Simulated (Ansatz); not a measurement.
# Fields on a plane of CsCdCl3 (cubic perovskite)

```
CELL_PARAMETERS angstrom
      5.11311     0.00000     0.00000
      0.00000     5.11311     0.00000
      0.00000     0.00000     5.11311
ATOMIC_POSITIONS crystal
  Cs 0.00000 0.00000 0.00000
  Cd 0.50000 0.50000 0.50000
  Cl 0.00000 0.50000 0.50000
  Cl 0.50000 0.00000 0.50000
  Cl 0.50000 0.50000 0.00000
```

The slice is a {110} plane (indices of the conventional cell) through the point (0.500, 0.000, 0.500) (fractional), spanned by u = [100] and v = [011] in vectors of this cell: u (5.11 Å) and v (7.23 Å, at 90° to u). It covers one period; positions are fractions (u, v).

Atoms on it: Cl at (0.00, 0.00); Cl at (0.00, 0.50).

All values below come from LDA (plane waves to 420 eV, PAW, scalar-relativistic; Ansatz, a first-principles code). k mesh 7×7×7. Near the nuclei the fields are pseudised (PAW); where an atom keeps semicore shells as valence, they peak there. CsCdCl3 was relaxed with its symmetry unable to fall.

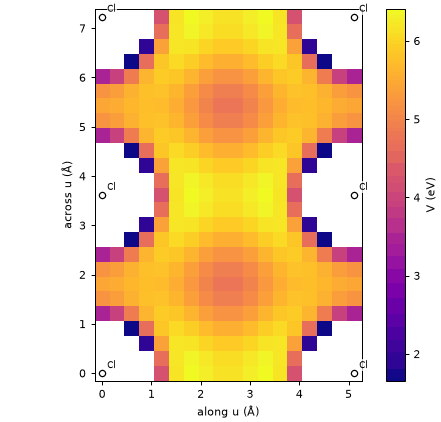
Electrostatic potential energy of an electron, from the cell's mean, in eV, one period of the plane, atoms marked. Points within 1 Å of a nucleus are left white, as the pseudised field means little there. The zero, the cell's mean, hangs on the PAW cores.

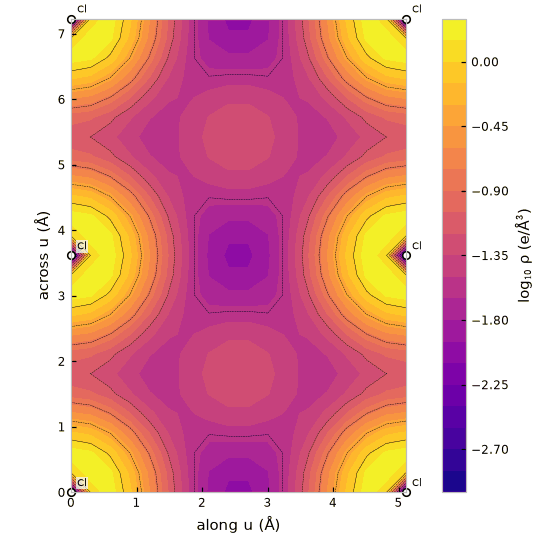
Figure: Log₁₀ of the valence density in e/Å³, one period of the plane, atoms marked. The scale is logarithmic, as a density can span decades between atoms and voids; values under 0.001 e/Å³ are set to 0.001.
